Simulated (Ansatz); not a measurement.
## Electronic structure of Cl2GeH2···HF in real space

Input

```
crystal:
  periodic: [false, false, false]
  atoms:
    - { symbol: Ge, position_ang: [0.0, 0.0, 0.0] }
    - { symbol: Cl, position_ang: [0.0, 0.0, 2.57] }
    - { symbol: H, position_ang: [1.4616, 0.0, -0.5162] }
    - { symbol: Cl, position_ang: [-1.0456, 1.8115, -0.7393] }
    - { symbol: H, position_ang: [-0.73, -1.2648, -0.5162] }
    - { symbol: F, position_ang: [0.7423, 1.7262, 0.6243] }
    - { symbol: H, position_ang: [0.5551, 1.2908, 1.7575] }
basis:
  gaussian: { orbitals: def2-SVP }
hamiltonian:
  xc: r2scan
  dispersion: d4
relax:
  f_tol: 0.15
  max_steps: 25
  restrain:
    - { distance: [0, 5], at: 2.88, k: 30.0 }
    - { distance: [6, 1], at: 2.57, k: 30.0 }
    - { distance: [0, 1], at: 2.22, k: 30.0 }
    - { distance: [6, 5], at: 0.92, k: 30.0 }
output:
  orbitals: {}
```

Launched as:

```sh
ansatz run input.yaml --threads 4 --pin off --max-ram 5120MiB --backend cpu --events-out ev --progress --plain --runs-dir out
```

The fields are those of the run's last geometry, not of the input's.

Theory: Ansatz 0.2.0, RKS r2SCAN-D4/def2-SVP.

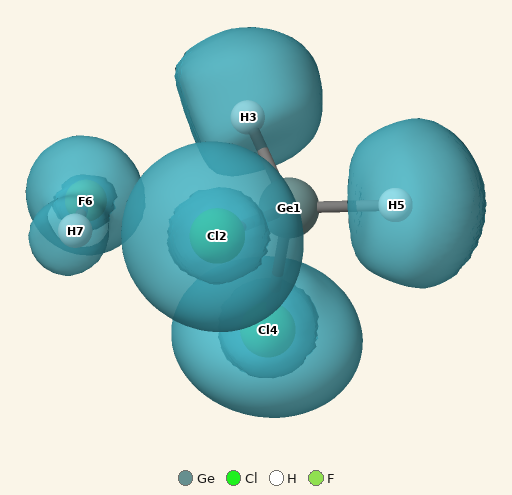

Figure 1. Isosurface of the electron localisation function at 0.75 (cyan), seen from one side. Only the valence region is drawn (cores and ρ < 0.01 e/Å³ removed).

Question: What do the ELF domains correspond to?

Answer: The ELF exceeds this value in two regions around hydrogen nuclei, two regions wrapped around Cl (the valence shell of each) and one joined region spread over several atoms (F, H), in which their bonds and any lone pairs are merged.


Ge1···F6 (2.89 Å): the ELF dips to about 0.05 between them. Ge–Cl (2.15 Å): the ELF peaks at about 0.85 in the valence shell of Cl, 0.8 Å from its nucleus, and is about 0.65 at the midpoint.

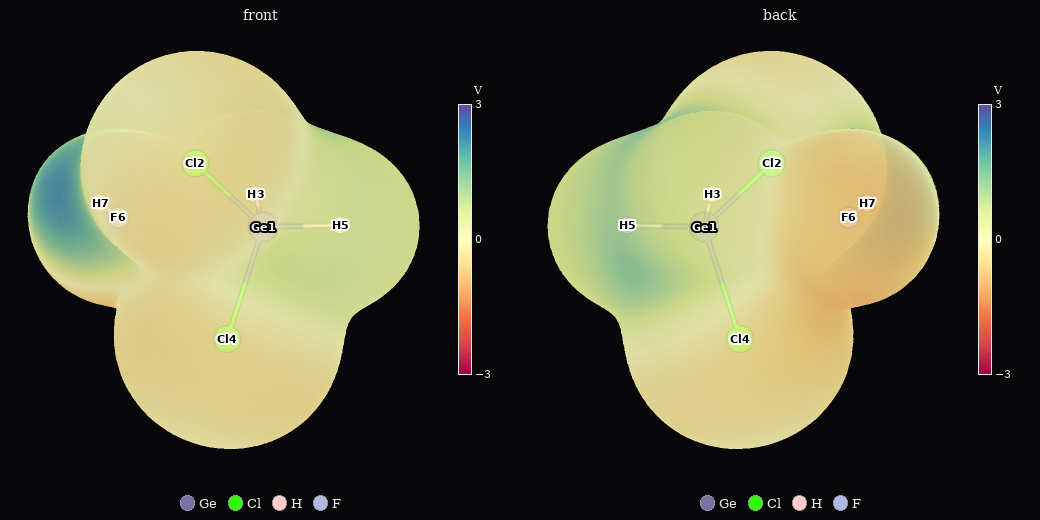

Figure 2. The molecular electrostatic potential painted on the density surface at 0.001 e/bohr³, seen from the front and from behind; the colour scale runs from red (negative) to blue (positive).

Question: Which sites attract a positive test charge, and which a negative one?

Answer: A positive charge is drawn to the negative regions and a negative charge to the positive ones. The most negative region (about −1.0 V) lies over F6, the most positive (about +2.2 V) over H7.

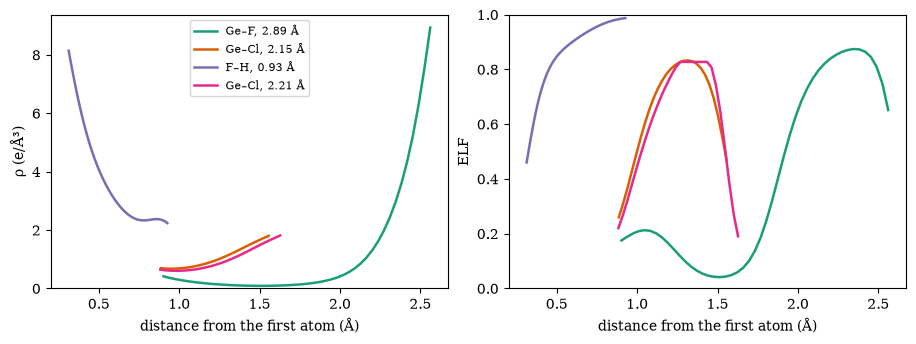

Figure 3. Electron density and ELF along straight lines between neighbouring atoms. The curves leave out the atomic cores.

Question: Compare the contacts.

Answer: Ge1···F6 (2.89 Å): the density falls to about 0.09 e/Å³ on the way; the ELF dips to about 0.05 between them.
Ge–Cl (2.15 Å): ρ is about 0.74 e/Å³ halfway; the ELF peaks at about 0.85 in the valence shell of Cl, 0.8 Å from its nucleus, and is about 0.65 at the midpoint.
F–H (0.93 Å): ρ at the midpoint is about 4.6 e/Å³; the ELF climbs to about 1 towards the hydrogen, as it does in any bond to H: an ordinary covalent bond to hydrogen.
Ge–Cl (2.21 Å): ρ at the midpoint is about 0.66 e/Å³; the ELF peaks at about 0.85 in the valence shell of Cl, 0.9 Å from its nucleus, and is about 0.65 at the midpoint.

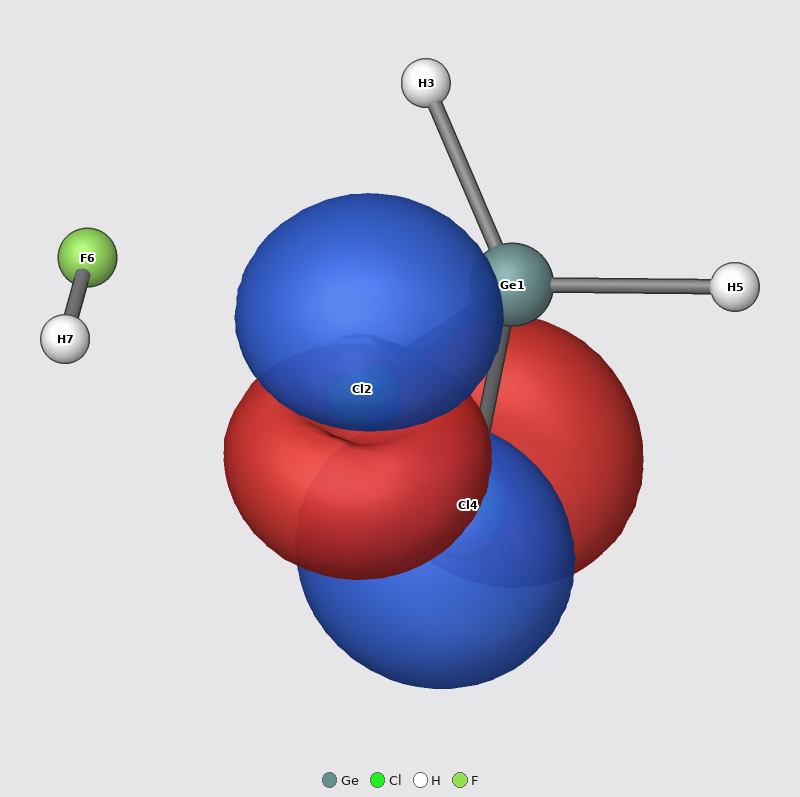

Figure 4. The HOMO−1 at ±0.15 Å⁻³ᐟ² (blue and red are the two phases), seen from one side.

Question: What is the character of this orbital?

Answer: It lies mainly on Cl4 (about 55 %) and Cl2 (about 40 %); largely a combination of lone pairs on Cl4 and Cl2. Its energy is −8.06 eV.
